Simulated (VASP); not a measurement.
Band structure of Al3GaSb4 (ordered alloy cell). Computed with PBEsol GGA, VASP's PBE PAW potentials (set 64) (plane waves; VASP).

Unless said otherwise, spin-orbit coupling is left out, though it shifts the bands of the heavy elements here.

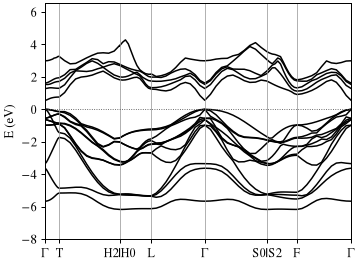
Bands along high-symmetry lines, zero at the valence-band maximum or, without a gap, the Fermi level

Read the plot: is there a gap, and where are the band edges?

The gap is direct, 0.56 eV, from the valence maximum at Γ to the conduction minimum at Γ. (Edges off the drawn lines would not show.)

The structure was generated: Al3GaSb4 was put into an ordered model structure (R3m), which need not be its known phase. It was relaxed first.
